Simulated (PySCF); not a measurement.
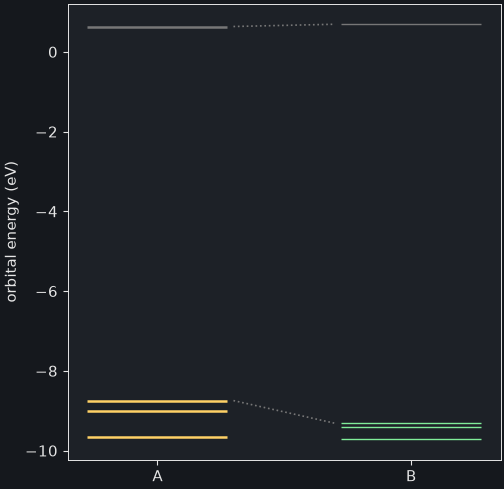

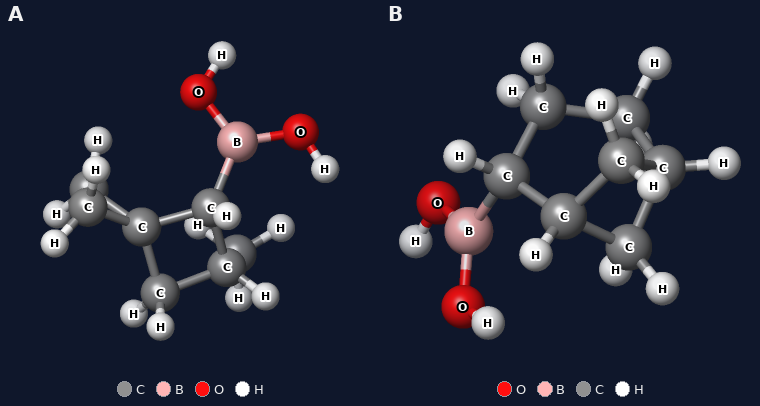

Related molecules: A is C₇H₁₃BO₂, SMILES C[C@@H]1CC2(CC2)[C@@H]1B(O)O; B is C₇H₁₃BO₂, SMILES OB(O)[C@@H]1CC[C@H]2C[C@@H]1C2. Frontier orbital energies, CAM-B3LYP/def2-SVPD in PySCF 2.14.0, at a PBE0-D3(BJ)/def2-SVP geometry (no frequency check); drawn are at most three filled levels and, in grey, the LUMO with any level within 0.03 eV of it; dotted lines join the HOMOs and the LUMOs.

Q: What does the change do to the frontier levels?

A: From A to B the HOMO falls by 0.57 eV and the LUMO rises by 0.06 eV, so the separation goes from 9.38 to 10.01 eV.

Q: Does the ΔSCF ionisation energy follow the HOMO?

A: A: −ε(HOMO) 8.75, ΔSCF 9.38 eV; B: −ε(HOMO) 9.31, ΔSCF 9.97 eV.

Caveats, for all or some of the runs: empty levels above zero depend strongly on the basis; one conformer of a flexible molecule.
